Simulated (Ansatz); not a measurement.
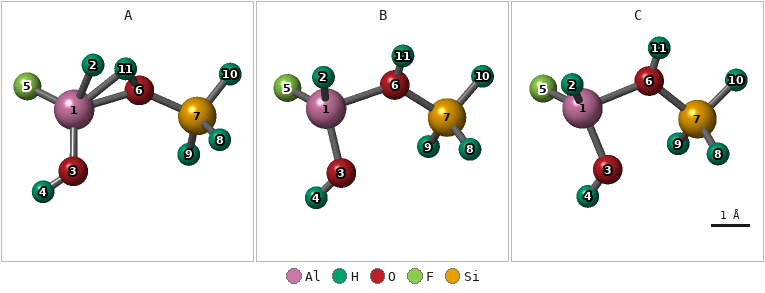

3 geometries from a converged minimum-energy path of AlSiH$_{6}$O$_{2}$F, shuffled. Style: ball-and-stick. Shown at a tilt.

Computed with RKS B3LYP-D4/cc-pVDZ in Ansatz 0.2.0. Settings: 9 movable images; climbing image; force threshold 0.05 eV/Å; iteration limit 60; starting path through a guess of the saddle point.

Which of them lies highest in energy?

A. In order along the path, whose images run from 0 to 10: C (image 2, +0.04 eV), B (image 3, +0.16 eV), A (image 5, +0.91 eV). Breaking: Al1–H2 (1.58 → 1.76 at the top → 2.36 Å), O6–H11 (0.97 → 1.22 at the top → 2.91 Å). Forming: H2–H11 (3.51 → 1.08 at the top → 0.77 Å).
